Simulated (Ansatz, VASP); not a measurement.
# Cross-check of KCaF3 between VASP and Ansatz

One calculation is typed for both programs; each brings its own data sets and cutoff. How far apart do they land? The cell is taken from a series of runs on this material, whose earlier steps may have relaxed or scaled it; both programs get it as it stands.

Program: Ansatz 0.2.0. Level of theory: plane waves, with VASP 6.6.1 beside it; single point at LDA and single point at r2SCAN. Results are calculated unless marked as measured.

## (1) The structure

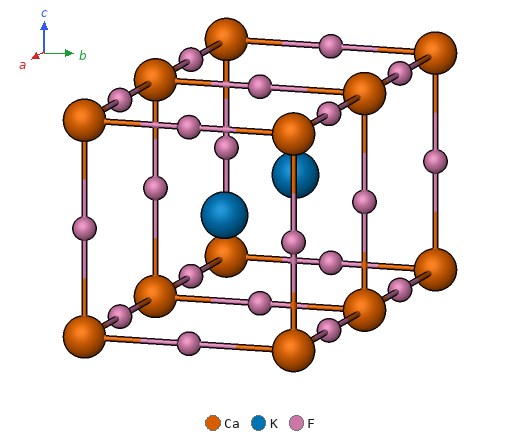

Start, viewed slightly off an axis; calcium orange, potassium blue, fluorine pink. 2×1×1 cells are drawn. Some periodic images of atoms are drawn too.

As a file:

```cif
data_structure
_symmetry_space_group_name_H-M 'Pm-3m'
_symmetry_Int_Tables_number 221
_cell_length_a 4.4667
_cell_length_b 4.4667
_cell_length_c 4.4667
_cell_angle_alpha 90.000
_cell_angle_beta 90.000
_cell_angle_gamma 90.000
_cell_volume 89.12
loop_
_atom_site_label
_atom_site_type_symbol
_atom_site_symmetry_multiplicity
_atom_site_Wyckoff_symbol
_atom_site_fract_x
_atom_site_fract_y
_atom_site_fract_z
_atom_site_occupancy
Ca1 Ca 1 a 0.00000 0.00000 0.00000 1
K1 K 1 b 0.50000 0.50000 0.50000 1
F1 F 3 d 0.00000 0.50000 0.00000 1
```

## (2) Ansatz: single point, LDA

Ansatz runs on its default PAW (the set named soft_2) files.

With cell and atoms fixed, the geometry can't cause a difference; cores, projectors, grids and the points listed under the comparison can.

input.yaml

```yaml
crystal:
  lattice:
    - [4.4667368379, 0.0, 0.0]
    - [0.0, 4.4667368379, 0.0]
    - [0.0, 0.0, 4.4667368379]
  atoms:
    - { symbol: Ca, position: [0.0, 0.0, 0.0] }
    - { symbol: K, position: [0.5, 0.5, 0.5] }
    - { symbol: F, position: [0.0, 0.5, 0.0] }
    - { symbol: F, position: [0.0, 0.0, 0.5] }
    - { symbol: F, position: [0.5, 0.0, 0.0] }
hamiltonian:
  xc: lda
  pseudopotentials: { kind: paw }
kpoints:
  mp_grid: { grid: [3, 3, 3] }
scf:
  occupations: { method: gaussian, width: 0.05 }
  n_extra_bands: 5
output:
  forces: true
  stress: true
  eigenvalues: true
  write_density: true
  write_potential: true
  elf: true
  volumetric_format: npy
```

Run with:

```sh
$ ansatz run input.yaml --threads 2 --pin off --max-ram 4608MiB --backend cpu --events-out ev --progress --plain --runs-dir out
```

Numbers of over 12 decimals in the logs are rounded to 6 here.

The program printed:

```text
scf.n_extra_bands = 5 over 20 filled bands (N_el = 40.0): the run solves 25 bands
Engine: ansatz 0.2.0, x86_64-unknown-linux-gnu
Pseudopotentials: kind: paw
Pseudopotential: Ca, paw, valence charge 10, recommended cutoff 420 eV (normal), Ca.paw.azcp
Pseudopotential: K, paw, valence charge 9, recommended cutoff 420 eV (normal), K.paw.azcp
Pseudopotential: F, paw, valence charge 7, recommended cutoff 420 eV (normal), F.paw.azcp
Functional definition: SPW92
  exchange = slater_x
  correlation = pw_c
Crystal: 5 atoms, lattice volume = 89.119 Å³
Basis set: ecut = 420 eV, 1743 PW (Γ)
Bands: 25, of which v1, the nominal top of the filled ones, is band 20 counted from 1 (19 counted from 0)
Symmetry: 48 space group operations
Space group: Pm-3m (ITA 221), of the structure as read, at distance tolerance 4.5e-5 Å
k-points: 4 of 27
Non-local potential: Ca, projectors of the file, l = 0: 3, l = 1: 2, l = 2: 2
Non-local potential: K, projectors of the file, l = 0: 3, l = 1: 2, l = 2: 2
Non-local potential: F, projectors of the file, l = 0: 2, l = 1: 2, l = 2: 1
PAW form: soft (Blöchl's): semilocal exchange-correlation on the pseudo side does not see the compensation charge
PAW frozen core: Ca, regenerated for the run's functional, and the local potential with it (the file was generated under x = pbe(κ = 0.804, μ = 0.219515), c = pbe(β = 0.066725))
PAW frozen core: K, regenerated for the run's functional, and the local potential with it (the file was generated under x = pbe(κ = 0.804, μ = 0.219515), c = pbe(β = 0.066725))
PAW frozen core: F, regenerated for the run's functional, and the local potential with it (the file was generated under x = pbe(κ = 0.804, μ = 0.219515), c = pbe(β = 0.066725))
PAW one-centre angular grid: Ca, 110 points (default); XC on 64 Gauss nodes
PAW one-centre angular grid: K, 110 points (default); XC on 64 Gauss nodes
PAW one-centre angular grid: F, 110 points (default); XC on 64 Gauss nodes
Initial density: superposition of atomic densities (neutral atoms: chi_scale 0, normalization atom), corrected by the library's trained network
Initial wavefunctions: pseudopotential atomic-orbital guess
Functional: x = slater, c = lda
SCF iter   1: F=—  HF=-5659.031189 eV  |F-HF|=—  |Δ(HF+E_count)|=         —  Δρ=1.65e-2  dr2=1.80e-1  ethr=1.77e-3  ⟨swp⟩=8.8  Hψ=539  notcnv=0
preconditioner: auto → Resta (q_TF=auto, 2.387 Å⁻¹)  ε∞=3.0  [insulator: Δε(μ)=5.669 eV  Ē_g=16.820 eV  σ=0.050 eV  W_gap=1.00  n_scr=18 (ndim 8)  ℏωp=23.6 eV  f_vac=0.105  D(μ)=0.00/eV (n_scr^D=0)  ε∞_Penn≈3.0]
SCF iter   2: F=—  HF=-5658.984799 eV  |F-HF|=—  |Δ(HF+E_count)|=   4.64e-2  Δρ=5.80e-3  dr2=1.06e-2  ethr=4.49e-4  ⟨swp⟩=2.0  Hψ=203  notcnv=0  defer=3
SCF iter   3: F=—  HF=-5658.981727 eV  |F-HF|=—  |Δ(HF+E_count)|=   3.07e-3  Δρ=2.02e-3  dr2=2.04e-3  ethr=2.65e-5  ⟨swp⟩=2.0  Hψ=163  notcnv=0  defer=4
SCF iter   4: F=—  HF=-5658.981134 eV  |F-HF|=—  |Δ(HF+E_count)|=   5.93e-4  Δρ=3.08e-4  dr2=6.18e-5  ethr=5.11e-6  ⟨swp⟩=2.0  Hψ=170  notcnv=0  defer=4
SCF iter   5: F=—  HF=-5658.981133 eV  |F-HF|=—  |Δ(HF+E_count)|=   9.48e-7  Δρ=3.48e-5  dr2=9.49e-7  ethr=1.55e-7  ⟨swp⟩=2.0  Hψ=173  notcnv=0  defer=4
SCF iter   6: F=-5658.981134 eV  HF=-5658.981134 eV  |F-HF|=4.26e-9  |Δ(HF+E_count)|=   8.42e-7  Δρ=4.77e-6  dr2=2.45e-8  ethr=2.50e-10  ⟨swp⟩=11.2  Hψ=716  notcnv=0
SCF 1 converged in 6 iterations: F = -5658.981134 eV  dr2 = 2.45e-8
  greatest PAW one-centre occupation: 0.996 electrons in one spin orbital (limit 2), on the Ca atom at site 0 (counted from 0), in its partial waves of l = 0
SCF converged after 6 iterations
Free energy (F): -5658.981134 eV
Harris-Foulkes:  -5658.981134 eV  (|F-HF|=4.26e-9)
Internal energy: -5658.981134 eV  (E = F + TS)
E sigma→0 (E₀):  -5658.981134 eV
Fermi energy:    3.679093 eV
--- Per-component energies (eV) ---
  E_band       = -372.681726
  E_kinetic    = 1146.816144
  E_local      = -3231.814853  (includes V_loc(G=0)·N_el)
  E_nonlocal   = 309.063468
  E_hartree    = 1169.025922
  E_xc         = -503.285475
  E_vxc        = -637.898421  (∫ρ·V_xc dr)
  E_paw        = -2121.015073  (= ΣΔE_a)
  E_vpaw       = -296.911155  (= ΣTr[D̂ρ^β])
  E_aug_tail   = 0.006083  (compensation charges beyond the density's cutoff)
  E_ewald      = -2428.657770
  E_core_change = 0.880421  (= ΣΔE_core)
  E_smearing   = -0.000000  (= −TS)
  E_closure    = -0.000000  (closes the sum)
  Σ components = -5658.981134   (vs F -5658.981134, Δ=0.00e0)
--- Forces (eV/Å), atoms counted from 1 ---
  atom   1  Ca    -0.00000000     0.00000000     0.00000000
  atom   2  K      0.00000000    -0.00000000    -0.00000000
  atom   3  F      0.00000000     0.00000000    -0.00000000
  atom   4  F      0.00000000     0.00000000     0.00000000
  atom   5  F      0.00000000    -0.00000000    -0.00000000
  max |Σ_I F_I| component: 8.06e-29 eV/Å
--- Stress (GPa, compression-positive) ---
       -4.930793      -0.000000       0.000000
        0.000000      -4.930793       0.000000
        0.000000       0.000000      -4.930793
  P = ⅓ Tr σ = -4.9308 GPa (-49.308 kbar)
--- Band table (eV) ---
  k-point 0: bands = [... 16 lower, 0.4097, 0.6304, 0.6304, 0.6304, 6.6551, 9.5362, 9.5362, 9.5362, ... 1 higher]
  k-point 1: bands = [... 16 lower, 0.2474, 0.3106, 0.5721, 0.5721, 7.9089, 9.8054, 9.8641, 10.1121, ... 1 higher]
  k-point 2: bands = [... 16 lower, 0.2098, 0.2563, 0.4346, 0.6732, 8.8775, 9.9948, 10.1796, 10.2208, ... 1 higher]
  k-point 3: bands = [... 16 lower, -0.2990, 0.6409, 0.6409, 0.7022, 9.5840, 10.1836, 10.3633, 10.3633, ... 1 higher]
```

The run ends at a pressure of -4.93 GPa.

## (3) VASP: single point, LDA

The same cell, functional (in two slightly different forms), mesh and smearing now go to VASP, with its own data sets and cutoff.

Lines of VASP's logs that name or quote its potential files are left out, and so is its time.

INCAR

```
SYSTEM = KCaF3
PREC = Accurate
ENCUT = 520
EDIFF = 1E-06
NELM = 100
ISMEAR = 0
SIGMA = 0.05
LREAL = .FALSE.
ALGO = Normal
GGA = PW92
NBANDS = 26
LORBIT = 11
LWAVE = .FALSE.
LCHARG = .FALSE.
KPAR = 2
ISIF = 2
```

POSCAR

```
KCaF3
1.0
    4.4667368379      0.0000000000      0.0000000000
    0.0000000000      4.4667368379      0.0000000000
    0.0000000000      0.0000000000      4.4667368379
Ca K F
1 1 3
Direct
    0.0000000000      0.0000000000      0.0000000000
    0.5000000000      0.5000000000      0.5000000000
    0.0000000000      0.5000000000      0.0000000000
    0.0000000000      0.0000000000      0.5000000000
    0.5000000000      0.0000000000      0.0000000000
```

KPOINTS

```
Automatic mesh
0
Gamma
3 3 3
0 0 0
```

PAW data sets: Ca_sv, K_sv and F (LDA family, release 64).

Run with:

```sh
$ mpirun -np 2 vasp_std
```

The program printed:

```text
[banner, memory and clock lines left out]
running    2 mpi-ranks, on    1 nodes
 distrk:  each k-point on    1 cores,    2 groups
 distr:  one band on    1 cores,    1 groups

 POSCAR found type information on POSCAR CaK F
 POSCAR found :  3 types and       5 ions
|                                                                             |
|               ----> ADVICE to this user running VASP <----                  |
|                                                                             |
|     You enforced a specific xc type in the INCAR file but a different       |
|     [... a line on the potential file left out ...]
|     I HOPE YOU KNOW WHAT YOU ARE DOING!                                     |
|                                                                             |

 LDA part: xc-table for (Slater(with rela. corr.)+PW92), standard interpolation
 POSCAR, INCAR and KPOINTS ok, starting setup
 FFT: planning ... GRIDC
 FFT: planning ... GRID_SOFT
 FFT: planning ... GRID
 WAVECAR not read
 entering main loop
       N       E                     dE             d eps       ncg     rms          rms(c)
DAV:   1     0.376995529201E+03    0.37700E+03   -0.21221E+04   208   0.149E+03
DAV:   2    -0.641939197814E+01   -0.38341E+03   -0.37847E+03   256   0.423E+02
DAV:   3    -0.291377666949E+02   -0.22718E+02   -0.22665E+02   280   0.104E+02
DAV:   4    -0.304740505201E+02   -0.13363E+01   -0.13339E+01   376   0.165E+01
DAV:   5    -0.304804572876E+02   -0.64068E-02   -0.64059E-02   250   0.125E+00    0.969E+00
DAV:   6    -0.279440905351E+02    0.25364E+01   -0.11946E+01   224   0.194E+01    0.406E+00
DAV:   7    -0.277748051823E+02    0.16929E+00   -0.54005E-01   304   0.534E+00    0.231E+00
DAV:   8    -0.276522727906E+02    0.12253E+00   -0.17992E-01   260   0.351E+00    0.381E-01
DAV:   9    -0.276507138826E+02    0.15589E-02   -0.24494E-02   340   0.943E-01    0.213E-01
DAV:  10    -0.276505258344E+02    0.18805E-03   -0.27110E-03   272   0.351E-01    0.868E-02
DAV:  11    -0.276504511623E+02    0.74672E-04   -0.18482E-04   286   0.102E-01    0.303E-02
DAV:  12    -0.276504493960E+02    0.17662E-05   -0.39181E-05   368   0.376E-02    0.480E-03
DAV:  13    -0.276504499626E+02   -0.56653E-06   -0.22849E-06   202   0.110E-02
   1 F= -.27650450E+02 E0= -.27650450E+02  d E =-.120401E-18
```

OUTCAR, selected parts (step 3):

```text
ion  position               nearest neighbor table
   1  0.000  0.000  0.000-   3 2.23   4 2.23   5 2.23   4 2.23   3 2.23   5 2.23
   2  0.500  0.500  0.500-
   3  0.000  0.500  0.000-   1 2.23   1 2.23
   4  0.000  0.000  0.500-   1 2.23   1 2.23
   5  0.500  0.000  0.000-   1 2.23   1 2.23

  LATTYP: Found a simple cubic cell.
 ALAT       =     4.4667368379

 Subroutine GETGRP returns: Found 48 space group operations
 (whereof 48 operations were pure point group operations)

The static configuration has the point symmetry O_h .

 Found      4 irreducible k-points:

   k-points           NKPTS =      4   k-points in BZ     NKDIM =      4   number of bands    NBANDS=     26

   dimension x,y,z NGX =    36 NGY =   36 NGZ =   36
   dimension x,y,z NGXF=    72 NGYF=   72 NGZF=   72

   ENCUT  =  520.0 eV  38.22 Ry    6.18 a.u.   8.31  8.31  8.31*2*pi/ulx,y,z

   NELECT =      40.0000    total number of electrons

 k-points in reciprocal lattice and weights: Automatic mesh
   0.00000000  0.00000000  0.00000000       0.037
   0.33333333  0.00000000  0.00000000       0.222
   0.33333333  0.33333333  0.00000000       0.444
   0.33333333  0.33333333  0.33333333       0.296

 average (electrostatic) potential at core
       1 -46.7296       2 -36.1444       3 -78.0822       4 -78.0822       5 -78.0822

 E-fermi :  -2.7450

 k-point     1 :       0.0000    0.0000    0.0000
  band No.  band energies     occupation
    ...
     16      -3.3486      2.00000
     17      -3.3486      2.00000
     18      -3.1246      2.00000
     19      -3.1246      2.00000
     20      -3.1246      2.00000
     21       2.8856      0.00000
     22       5.7634      0.00000
     23       5.7634      0.00000
     24       5.7634      0.00000
     25       5.9352      0.00000
    ...

 k-point     2 :       0.3333    0.0000    0.0000
  band No.  band energies     occupation
    ...
     16      -3.5125      2.00000
     17      -3.5125      2.00000
     18      -3.4489      2.00000
     19      -3.1820      2.00000
     20      -3.1820      2.00000
     21       4.1413      0.00000
     22       6.0350      0.00000
     23       6.0936      0.00000
     24       6.3442      0.00000
     25       6.3442      0.00000
    ...

 k-point     3 :       0.3333    0.3333    0.0000
  band No.  band energies     occupation
    ...
     16      -3.5886      2.00000
     17      -3.5496      2.00000
     18      -3.5033      2.00000
     19      -3.3188      2.00000
     20      -3.0860      2.00000
     21       5.1109      0.00000
     22       6.2258      0.00000
     23       6.4126      0.00000
     24       6.4540      0.00000
     25       6.9382      0.00000
    ...

  Total       -2.6221809     -2.6221809     -2.6221809      0.0000000     -0.0000000      0.0000000
  in kB      -47.1413631    -47.1413631    -47.1413631      0.0000000     -0.0000000      0.0000000
  external PRESSURE =     -47.1413631 kB  Pullay stress =       0.0000000 kB

  energy-cutoff  :      520.00
  volume of cell :       89.12
      direct lattice vectors                 reciprocal lattice vectors
     4.466736838  0.000000000  0.000000000     0.223877080  0.000000000  0.000000000
     0.000000000  4.466736838  0.000000000     0.000000000  0.223877080  0.000000000
     0.000000000  0.000000000  4.466736838     0.000000000  0.000000000  0.223877080

 POSITION                                       TOTAL-FORCE (eV/Angst)
 -----------------------------------------------------------------------------------
      0.00000      0.00000      0.00000         0.000000      0.000000      0.000000
      2.23337      2.23337      2.23337         0.000000      0.000000      0.000000
      0.00000      2.23337      0.00000         0.000000      0.000000      0.000000
      0.00000      0.00000      2.23337         0.000000      0.000000      0.000000
      2.23337      0.00000      0.00000         0.000000      0.000000      0.000000
 -----------------------------------------------------------------------------------
    total drift:                                0.000000      0.000000     -0.000000

  FREE ENERGIE OF THE ION-ELECTRON SYSTEM (eV)
  ---------------------------------------------------
  free  energy   TOTEN  =       -27.6504499626 eV

  energy  without entropy=      -27.6504499626  energy(sigma->0) =      -27.65044996

 total charge
# of ion       s       p       d       tot
------------------------------------------
    1        2.031   5.879   0.278   8.188
    2        1.947   5.553   0.012   7.513
    3        1.724   4.342   0.000   6.066
    4        1.724   4.342   0.000   6.066
    5        1.724   4.342   0.000   6.066
--------------------------------------------------
tot          9.150  24.458   0.290  33.898

[... 1 further part left out ...]
```

The run ends at a pressure of -4.71 GPa.

## (4) Comparison

Known differences besides the PAW data sets themselves: the cutoff is 420 eV in Ansatz and 520 eV in VASP; Ansatz makes its cores anew for this functional, VASP keeps those of its LDA data sets. Total energies have different zeros and are not compared.

Both answers:

```csv
quantity,Ansatz,VASP,difference
pressure (GPa),-4.93,-4.71,-0.22
gap on the k mesh (eV),5.953,5.942,+0.011
```

Ansatz's pressure holds a Pulay correction of 0.57 GPa; VASP's holds none.

## (5) Looking for the cause

How far does this hang on the set-up? Further runs change one program's set-up at a time, as the table lists.

```csv
run,difference in gap on the k mesh (eV)
as above,0.011
"VASP with the data sets Ca_sv, K_sv and F_h, a cutoff of 1240 eV and GGA = CA, the Perdew-Zunger form of LDA",0.010
```

[end of part 1 of 2]

[Lines on the potential files, build, host, timing and source positions are cut from VASP's logs without a mark.]

[Logs are printed without paths, hosts, clocks, repeated set-up lines and the standing remarks that a program may print on its own settings, such as how far it seeks lower states.]

[Hosts, paths, dates, database ids (printed as entryN), source tags and the programs' standing remarks are cut or masked in the printed files.]
